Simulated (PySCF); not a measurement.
**Run report: Ge2Si2H10, geometry relaxation**

System: Ge2Si2H10 (n-GeSiGeSiH10).
Method: PBE0-D3(BJ)/def2-SVP geometry optimisation, gas phase (PySCF 2.14.0).

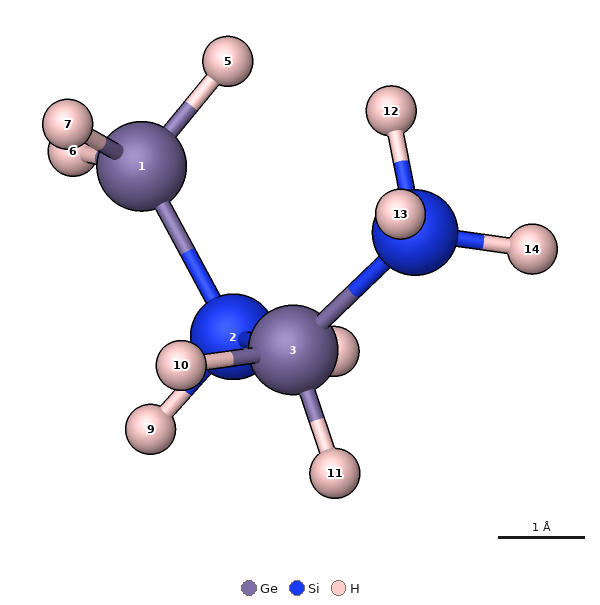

*The structure as given in the input (ball-and-stick view, seen at a tilt; atoms are numbered from 1 in the order of the input). Sticks mark near contacts.*

Input file
```
{"job": {"xc": "PBE0", "basis": "def2-SVP", "d3": "d3bj", "grid": 1, "maxiter": 40, "shake": 0.03, "kind": "geom"}, "charge": 0, "multiplicity": 1}
Ge    -0.938940    -2.342350     0.329530
Si     1.021790    -1.302590    -0.278360
Ge     0.994070     0.980220     0.288210
Si    -0.452630     2.525330    -0.455520
H     -2.146060    -2.006140    -0.655000
H     -1.024050    -3.748050     0.412970
H     -1.530910    -1.838880     1.643000
H      1.272880    -1.429360    -1.734170
H      2.121880    -2.013840     0.429950
H      1.095690     1.045080     1.859900
H      2.419070     1.513000     0.050900
H     -1.830520     1.848560    -0.549520
H     -0.790650     3.679060     0.442830
H     -0.231060     3.046140    -1.741490
```

The first line tells a small driver script what to run in PySCF; the rest is the geometry in Å.

Launch command:
```bash
OMP_NUM_THREADS=1 python <driver script> task.json out
```

What the program printed
```
step   0  E = -4737.50125206  max force = 0.058861
step   1  E = -4737.52590322  max force = 0.017477
step   2  E = -4737.52941220  max force = 0.006309
step   3  E = -4737.53019481  max force = 0.002536
step   4  E = -4737.53054409  max force = 0.001984
step   5  E = -4737.53074147  max force = 0.001685
step   6  E = -4737.53080128  max force = 0.000880
step   7  E = -4737.53085227  max force = 0.000645
step   8  E = -4737.53089729  max force = 0.000983
step   9  E = -4737.53100569  max force = 0.001678
step  10  E = -4737.53111537  max force = 0.001819
step  11  E = -4737.53119130  max force = 0.001171
step  12  E = -4737.53125323  max force = 0.000394
step  13  E = -4737.53126653  max force = 0.000469
step  14  E = -4737.53127772  max force = 0.000335
optimisation converged
```

Trajectory as extended XYZ (Å, eV, eV/Å), 15 frames, from step=0 to step=14
```
14
Properties=species:S:1:pos:R:3:forces:R:3 step=0 energy=-128913.97534
Ge   -0.9389   -2.3424    0.3295   -1.9835   2.4155  -0.5842
Si    1.0218   -1.3026   -0.2784    0.4265   0.0412  -0.2882
Ge    0.9941    0.9802    0.2882    1.8482  -0.5134   1.6647
Si   -0.4526    2.5253   -0.4555   -3.0268   0.1341   0.9821
H    -2.1461   -2.0061   -0.6550    0.6879   0.0314   0.2105
H    -1.0240   -3.7481    0.4130    0.2803  -2.9540   0.1263
H    -1.5309   -1.8389    1.6430    0.1854   0.2367   0.3883
H     1.2729   -1.4294   -1.7342   -0.0207  -0.0782  -0.2436
H     2.1219   -2.0138    0.4299    0.1941   0.1506   0.1110
H     1.0957    1.0451    1.8599   -0.4253  -0.1110  -0.3597
H     2.4191    1.5130    0.0509    0.2041   0.0035  -0.3649
H    -1.8305    1.8486   -0.5495    0.5319   0.1124  -0.0231
H    -0.7906    3.6791    0.4428    0.4744  -0.0862   0.1480
H    -0.2311    3.0461   -1.7415    0.6236   0.6174  -1.7673
14
Properties=species:S:1:pos:R:3:forces:R:3 step=1 energy=-128914.64613
Ge   -1.0088   -2.3240    0.3237   -0.6918  -0.1819   0.1329
Si    1.0330   -1.3000   -0.2780    0.0723  -0.1110  -0.1917
Ge    1.0509    0.9874    0.3401    0.8987   0.1229   0.4936
Si   -0.5372    2.5164   -0.4568   -0.8246   0.1255  -0.2594
H    -2.1297   -1.9365   -0.6647    0.0902   0.0475  -0.1022
H    -1.0232   -3.8739    0.3855    0.2007   0.1852  -0.0141
H    -1.5232   -1.8019    1.6877    0.1904  -0.0350  -0.0109
H     1.2698   -1.4260   -1.7506   -0.0364  -0.0312   0.0108
H     2.1536   -1.9924    0.4325    0.0274   0.0798   0.0173
H     1.0735    1.0317    1.8867   -0.2419  -0.0568   0.0179
H     2.4802    1.5242    0.0385   -0.1417  -0.0353  -0.1772
H    -1.8722    1.8335   -0.5531    0.0987  -0.0328  -0.0238
H    -0.7631    3.6675    0.4710    0.2295  -0.0158   0.0490
H    -0.2230    3.0501   -1.8194    0.1285  -0.0610   0.0579
14
Properties=species:S:1:pos:R:3:forces:R:3 step=2 energy=-128914.74162
Ge   -1.0509   -2.2767    0.3162   -0.1143  -0.1821   0.0764
Si    1.0335   -1.2889   -0.2801   -0.0453  -0.0209  -0.0741
Ge    1.0936    0.9962    0.3799    0.3244   0.0661   0.1766
Si   -0.5805    2.4602   -0.4579   -0.0387   0.0331  -0.1847
H    -2.1442   -1.8500   -0.6813    0.0112   0.0144  -0.0335
H    -1.0056   -3.8296    0.3473    0.0427   0.2328  -0.0187
H    -1.4872   -1.7779    1.7107    0.0448  -0.0297  -0.0186
H     1.2506   -1.4089   -1.7566   -0.0078  -0.0068   0.0136
H     2.1572   -1.9865    0.4205   -0.0085  -0.0122  -0.0019
H     1.0528    1.0282    1.9248   -0.1014  -0.0363   0.0040
H     2.4980    1.5477    0.0278   -0.0824   0.0209  -0.0687
H    -1.8925    1.7526   -0.5541   -0.0220  -0.0253  -0.0018
H    -0.7385    3.6221    0.4677    0.0261   0.0154   0.0011
H    -0.2056    2.9678   -1.8217   -0.0288  -0.0693   0.1305
14
Properties=species:S:1:pos:R:3:forces:R:3 step=3 energy=-128914.76291
Ge   -1.0712   -2.2256    0.3126    0.0813  -0.0612   0.0167
Si    1.0371   -1.2755   -0.2814   -0.0407   0.0288  -0.0102
Ge    1.1337    1.0022    0.4140    0.0442   0.0073   0.0338
Si   -0.5924    2.4031   -0.4581    0.1304  -0.0289  -0.0480
H    -2.1518   -1.7533   -0.6767   -0.0178   0.0023   0.0043
H    -1.0166   -3.7699    0.2988   -0.0192   0.0906  -0.0117
H    -1.4628   -1.7610    1.7287   -0.0166  -0.0118  -0.0048
H     1.2375   -1.3786   -1.7611    0.0024  -0.0002   0.0026
H     2.1518   -2.0061    0.4004   -0.0186  -0.0371  -0.0104
H     1.0507    1.0205    1.9566   -0.0200  -0.0133  -0.0043
H     2.5154    1.5783    0.0341   -0.0235   0.0358  -0.0053
H    -1.8842    1.6575   -0.5451   -0.0169   0.0000   0.0132
H    -0.7570    3.5822    0.4450   -0.0406   0.0172  -0.0215
H    -0.2097    2.8824   -1.8246   -0.0446  -0.0294   0.0458
14
Properties=species:S:1:pos:R:3:forces:R:3 step=4 energy=-128914.77242
Ge   -1.0789   -2.1758    0.3098    0.0993   0.0388  -0.0178
Si    1.0457   -1.2611   -0.2814   -0.0101   0.0340   0.0162
Ge    1.1694    1.0071    0.4444   -0.0607  -0.0076  -0.0284
Si   -0.5922    2.3476   -0.4578    0.1020  -0.0452   0.0359
H    -2.1546   -1.6538   -0.6602   -0.0198  -0.0014   0.0187
H    -1.0477   -3.7124    0.2475   -0.0301  -0.0320  -0.0088
H    -1.4466   -1.7480    1.7425   -0.0259   0.0006   0.0057
H     1.2316   -1.3422   -1.7641    0.0021   0.0014  -0.0028
H     2.1459   -2.0341    0.3770   -0.0162  -0.0300  -0.0106
H     1.0615    1.0155    1.9845    0.0169   0.0021  -0.0050
H     2.5335    1.6103    0.0520    0.0066   0.0262   0.0274
H    -1.8608    1.5601   -0.5262   -0.0135   0.0022   0.0178
H    -0.7992    3.5468    0.4099   -0.0349   0.0127  -0.0248
H    -0.2271    2.7964   -1.8347   -0.0159  -0.0017  -0.0236
14
Properties=species:S:1:pos:R:3:forces:R:3 step=5 energy=-128914.77779
Ge   -1.0808   -2.1206    0.3053    0.0478   0.0743  -0.0268
Si    1.0591   -1.2431   -0.2797    0.0225   0.0143   0.0209
Ge    1.2040    1.0137    0.4773   -0.0866  -0.0055  -0.0518
Si   -0.5901    2.2831   -0.4581    0.0121  -0.0322   0.0640
H    -2.1547   -1.5389   -0.6330   -0.0096  -0.0043   0.0184
H    -1.0938   -3.6512    0.1859   -0.0218  -0.0842  -0.0078
H    -1.4301   -1.7364    1.7547   -0.0125   0.0056   0.0102
H     1.2294   -1.2951   -1.7656   -0.0002   0.0029  -0.0046
H     2.1402   -2.0662    0.3485   -0.0066  -0.0099  -0.0050
H     1.0803    1.0171    2.0152    0.0272   0.0084  -0.0011
H     2.5519    1.6476    0.0817    0.0206   0.0081   0.0384
H    -1.8322    1.4499   -0.4942    0.0029   0.0077   0.0163
H    -0.8530    3.5078    0.3578   -0.0054   0.0081  -0.0182
H    -0.2496    2.6886   -1.8527    0.0096   0.0066  -0.0527
14
Properties=species:S:1:pos:R:3:forces:R:3 step=6 energy=-128914.77941
Ge   -1.0778   -2.1095    0.3025    0.0043   0.0364  -0.0125
Si    1.0646   -1.2368   -0.2770    0.0220   0.0020   0.0081
Ge    1.2086    1.0173    0.4879   -0.0441   0.0008  -0.0316
Si   -0.5897    2.2665   -0.4597   -0.0244  -0.0087   0.0314
H    -2.1554   -1.5088   -0.6194   -0.0019  -0.0005   0.0076
H    -1.1098   -3.6404    0.1627   -0.0066  -0.0453  -0.0046
H    -1.4238   -1.7417    1.7577    0.0006   0.0015   0.0063
H     1.2311   -1.2767   -1.7640   -0.0004   0.0025  -0.0021
H     2.1401   -2.0751    0.3402    0.0004   0.0018   0.0005
H     1.0874    1.0249    2.0256    0.0117   0.0009   0.0001
H     2.5548    1.6589    0.0975    0.0150  -0.0004   0.0259
H    -1.8269    1.4254   -0.4743    0.0026   0.0054   0.0115
H    -0.8647    3.5065    0.3287    0.0115   0.0063  -0.0104
H    -0.2579    2.6459   -1.8652    0.0093  -0.0028  -0.0301
14
Properties=species:S:1:pos:R:3:forces:R:3 step=7 energy=-128914.78080
Ge   -1.0731   -2.1105    0.2993   -0.0286  -0.0177   0.0057
Si    1.0687   -1.2318   -0.2725    0.0090  -0.0073  -0.0087
Ge    1.2041    1.0213    0.4963    0.0119   0.0088  -0.0030
Si   -0.5915    2.2608   -0.4634   -0.0332   0.0127  -0.0139
H    -2.1570   -1.4967   -0.6064    0.0055   0.0044  -0.0034
H    -1.1164   -3.6429    0.1412    0.0085   0.0147  -0.0001
H    -1.4163   -1.7594    1.7602    0.0105  -0.0043  -0.0004
H     1.2343   -1.2604   -1.7600    0.0006   0.0001   0.0013
H     2.1426   -2.0772    0.3373    0.0062   0.0112   0.0058
H     1.0884    1.0367    2.0342   -0.0113  -0.0105   0.0014
H     2.5531    1.6640    0.1145    0.0023  -0.0041   0.0065
H    -1.8326    1.4262   -0.4480   -0.0010   0.0019   0.0069
H    -0.8579    3.5225    0.2925    0.0203   0.0047  -0.0028
H    -0.2657    2.6034   -1.8820   -0.0008  -0.0146   0.0048
14
Properties=species:S:1:pos:R:3:forces:R:3 step=8 energy=-128914.78203
Ge   -1.0685   -2.1132    0.2961   -0.0354  -0.0505   0.0158
Si    1.0723   -1.2260   -0.2668   -0.0049  -0.0114  -0.0189
Ge    1.1978    1.0262    0.5059    0.0421   0.0128   0.0127
Si   -0.5956    2.2556   -0.4685   -0.0187   0.0214  -0.0378
H    -2.1571   -1.4851   -0.5940    0.0082   0.0072  -0.0089
H    -1.1167   -3.6452    0.1157    0.0149   0.0501   0.0031
H    -1.4063   -1.7833    1.7637    0.0126  -0.0074  -0.0049
H     1.2385   -1.2431   -1.7547    0.0021  -0.0034   0.0034
H     2.1468   -2.0743    0.3374    0.0089   0.0155   0.0088
H     1.0827    1.0480    2.0437   -0.0263  -0.0179   0.0015
H     2.5496    1.6686    0.1316   -0.0074  -0.0024  -0.0067
H    -1.8441    1.4343   -0.4139   -0.0040   0.0014   0.0051
H    -0.8406    3.5441    0.2482    0.0192   0.0036   0.0011
H    -0.2781    2.5495   -1.9013   -0.0113  -0.0190   0.0258
14
Properties=species:S:1:pos:R:3:forces:R:3 step=9 energy=-128914.78498
Ge   -1.0564   -2.1244    0.2894   -0.0285  -0.0843   0.0246
Si    1.0801   -1.2123   -0.2527   -0.0301  -0.0108  -0.0308
Ge    1.1805    1.0386    0.5268    0.0794   0.0138   0.0315
Si   -0.6066    2.2481   -0.4814    0.0167   0.0207  -0.0607
H    -2.1536   -1.4658   -0.5673    0.0094   0.0110  -0.0130
H    -1.1069   -3.6512    0.0553    0.0192   0.0863   0.0084
H    -1.3818   -1.8472    1.7711    0.0104  -0.0105  -0.0098
H     1.2504   -1.2072   -1.7406    0.0047  -0.0113   0.0058
H     2.1594   -2.0596    0.3438    0.0110   0.0194   0.0130
H     1.0582    1.0717    2.0638   -0.0459  -0.0267   0.0003
H     2.5379    1.6796    0.1677   -0.0213   0.0050  -0.0247
H    -1.8752    1.4730   -0.3259   -0.0105   0.0004   0.0024
H    -0.7868    3.5974    0.1351    0.0117   0.0030   0.0047
H    -0.3185    2.4155   -1.9419   -0.0263  -0.0160   0.0483
14
Properties=species:S:1:pos:R:3:forces:R:3 step=10 energy=-128914.78796
Ge   -1.0378   -2.1423    0.2826   -0.0065  -0.0828   0.0222
Si    1.0900   -1.1938   -0.2332   -0.0467  -0.0030  -0.0328
Ge    1.1566    1.0564    0.5519    0.0935   0.0068   0.0367
Si   -0.6214    2.2406   -0.5001    0.0419   0.0055  -0.0589
H    -2.1442   -1.4458   -0.5315    0.0069   0.0118  -0.0104
H    -1.0838   -3.6561   -0.0250    0.0158   0.0866   0.0109
H    -1.3474   -1.9385    1.7793    0.0034  -0.0103  -0.0108
H     1.2687   -1.1666   -1.7200    0.0066  -0.0193   0.0065
H     2.1783   -2.0315    0.3601    0.0100   0.0182   0.0154
H     1.0133    1.0993    2.0868   -0.0508  -0.0271  -0.0018
H     2.5187    1.6981    0.2105   -0.0281   0.0132  -0.0315
H    -1.9136    1.5503   -0.2055   -0.0155   0.0006  -0.0016
H    -0.7054    3.6572   -0.0323    0.0008   0.0013   0.0060
H    -0.3914    2.2290   -1.9805   -0.0315  -0.0014   0.0502
14
Properties=species:S:1:pos:R:3:forces:R:3 step=11 energy=-128914.79003
Ge   -1.0246   -2.1553    0.2814    0.0107  -0.0396   0.0126
Si    1.0958   -1.1850   -0.2223   -0.0329   0.0044  -0.0221
Ge    1.1436    1.0664    0.5601    0.0602  -0.0035   0.0205
Si   -0.6308    2.2398   -0.5113    0.0374  -0.0072  -0.0288
H    -2.1332   -1.4414   -0.5148    0.0023   0.0066  -0.0031
H    -1.0611   -3.6584   -0.0644    0.0066   0.0447   0.0036
H    -1.3287   -1.9904    1.7834   -0.0019  -0.0072  -0.0065
H     1.2835   -1.1573   -1.7078    0.0056  -0.0202   0.0036
H     2.1913   -2.0078    0.3789    0.0053   0.0106   0.0119
H     0.9768    1.1079    2.0927   -0.0324  -0.0162  -0.0021
H     2.5051    1.7127    0.2273   -0.0219   0.0154  -0.0195
H    -1.9340    1.6084   -0.1411   -0.0097   0.0047   0.0007
H    -0.6562    3.6833   -0.1261   -0.0074   0.0012   0.0051
H    -0.4468    2.1333   -1.9928   -0.0220   0.0063   0.0242
14
Properties=species:S:1:pos:R:3:forces:R:3 step=12 energy=-128914.79171
Ge   -1.0097   -2.1696    0.2818    0.0147   0.0203   0.0011
Si    1.1027   -1.1819   -0.2154    0.0001   0.0122  -0.0054
Ge    1.1338    1.0733    0.5567    0.0006  -0.0137  -0.0041
Si   -0.6409    2.2450   -0.5181    0.0149  -0.0098   0.0087
H    -2.1171   -1.4485   -0.5104   -0.0025  -0.0008   0.0054
H    -1.0332   -3.6640   -0.0857   -0.0029  -0.0146  -0.0081
H    -1.3172   -2.0267    1.7845   -0.0038  -0.0033   0.0014
H     1.3032   -1.1710   -1.6991    0.0031  -0.0140  -0.0004
H     2.2046   -1.9825    0.4050   -0.0023   0.0004   0.0053
H     0.9403    1.1063    2.0863   -0.0016   0.0005   0.0003
H     2.4910    1.7295    0.2306   -0.0069   0.0133   0.0005
H    -1.9500    1.6612   -0.0930   -0.0007   0.0025   0.0040
H    -0.6223    3.7011   -0.1821   -0.0077   0.0010   0.0018
H    -0.5046    2.0841   -1.9978   -0.0051   0.0062  -0.0104
14
Properties=species:S:1:pos:R:3:forces:R:3 step=13 energy=-128914.79208
Ge   -1.0040   -2.1703    0.2812    0.0067   0.0241  -0.0014
Si    1.1076   -1.1820   -0.2155    0.0101   0.0100  -0.0019
Ge    1.1332    1.0747    0.5523   -0.0136  -0.0117  -0.0098
Si   -0.6456    2.2443   -0.5177    0.0001  -0.0042   0.0127
H    -2.1108   -1.4486   -0.5116   -0.0019  -0.0017   0.0056
H    -1.0266   -3.6638   -0.0889   -0.0029  -0.0199  -0.0083
H    -1.3146   -2.0297    1.7833   -0.0009  -0.0026   0.0026
H     1.3122   -1.1815   -1.6986    0.0026  -0.0079  -0.0004
H     2.2091   -1.9768    0.4130   -0.0036  -0.0014   0.0039
H     0.9332    1.1036    2.0814    0.0064   0.0043   0.0005
H     2.4866    1.7393    0.2286   -0.0009   0.0082   0.0049
H    -1.9529    1.6627   -0.0836    0.0013  -0.0001   0.0026
H    -0.6259    3.7007   -0.1822   -0.0037  -0.0004   0.0008
H    -0.5210    2.0838   -1.9984    0.0003   0.0034  -0.0118
14
Properties=species:S:1:pos:R:3:forces:R:3 step=14 energy=-128914.79238
Ge   -0.9954   -2.1685    0.2790   -0.0042   0.0112  -0.0029
Si    1.1167   -1.1811   -0.2165    0.0137   0.0024   0.0001
Ge    1.1326    1.0769    0.5462   -0.0172  -0.0037  -0.0104
Si   -0.6547    2.2399   -0.5156   -0.0145   0.0032   0.0082
H    -2.1023   -1.4448   -0.5120   -0.0001  -0.0008   0.0031
H    -1.0199   -3.6616   -0.0952   -0.0007  -0.0103  -0.0048
H    -1.3084   -2.0313    1.7810    0.0038  -0.0023   0.0021
H     1.3265   -1.1937   -1.6988    0.0028   0.0006  -0.0001
H     2.2160   -1.9711    0.4220   -0.0036  -0.0009   0.0032
H     0.9285    1.1015    2.0749    0.0103   0.0052   0.0018
H     2.4798    1.7553    0.2261    0.0032   0.0000   0.0048
H    -1.9572    1.6532   -0.0737    0.0018  -0.0027  -0.0007
H    -0.6405    3.6956   -0.1760    0.0010  -0.0016   0.0005
H    -0.5411    2.0859   -1.9982    0.0037  -0.0004  -0.0049
```

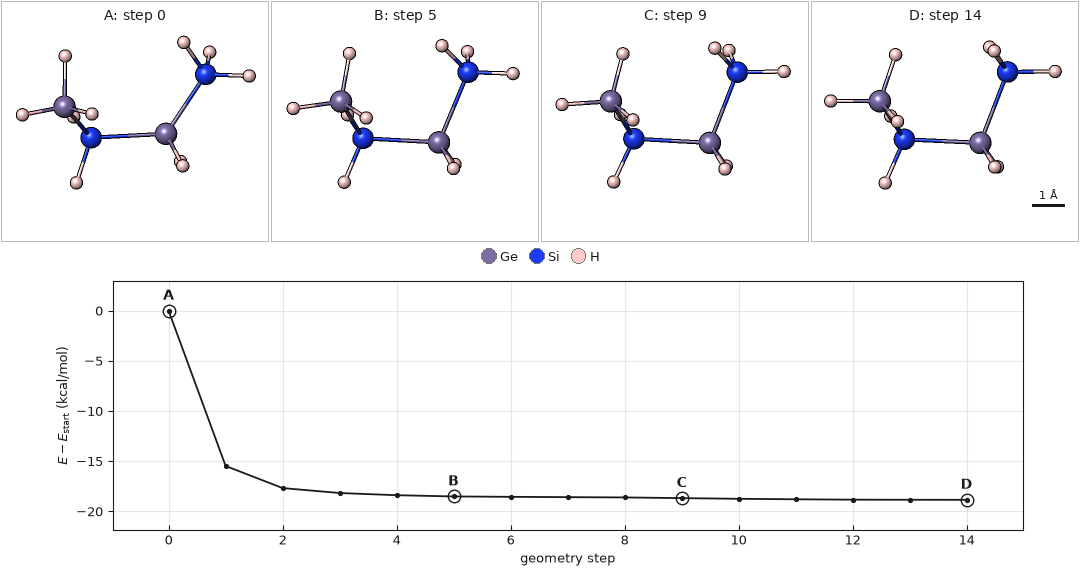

*Frames of the relaxation (ball-and-stick view, seen at a tilt) above the curves, on which the letters mark them (steps are counted from 0).*

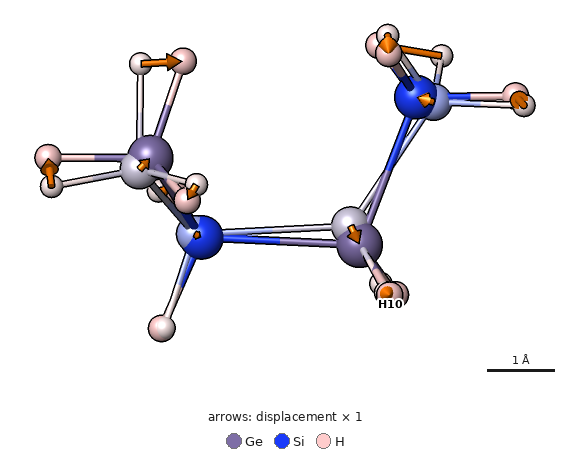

*Start (faint) and end (solid) with the displacements as orange arrows, at true length (ball-and-stick view, seen at a tilt). The two geometries are laid on each other by the best rigid fit.*

H14 moves most after the best rigid fit: 0.98 Å. Largest moves by element: H 0.98 Å, Ge 0.32 Å, Si 0.30 Å. Among the contacts that change: Ge3–Si4 2.244 → 2.382 Å, Ge1–H6 1.411 → 1.539 Å, Si4–H14 1.405 → 1.495 Å, Ge1–Si2 2.301 → 2.384 Å. Among the angles that change: Si2–Ge3–Si4 126.6° → 108.4°, H10–Ge3–H11 94.6° → 108.3°, Si2–Ge1–H6 121.1° → 111.4°. Over 14 geometry steps the energy falls by 18.8 kcal/mol. Largest force component: 3 eV/Å at the start, 0.017 eV/Å at the end. (Atoms are counted from 1 in the order of the input.)

Results in brief

- outcome: converged
- total energy: −4737.531278 hartree
- dipole moment: 0.13 D
- point group: C1
- hardware: 1 CPU thread, shared host
- wall time: 7.1 min
- peak memory: 0.65 GiB
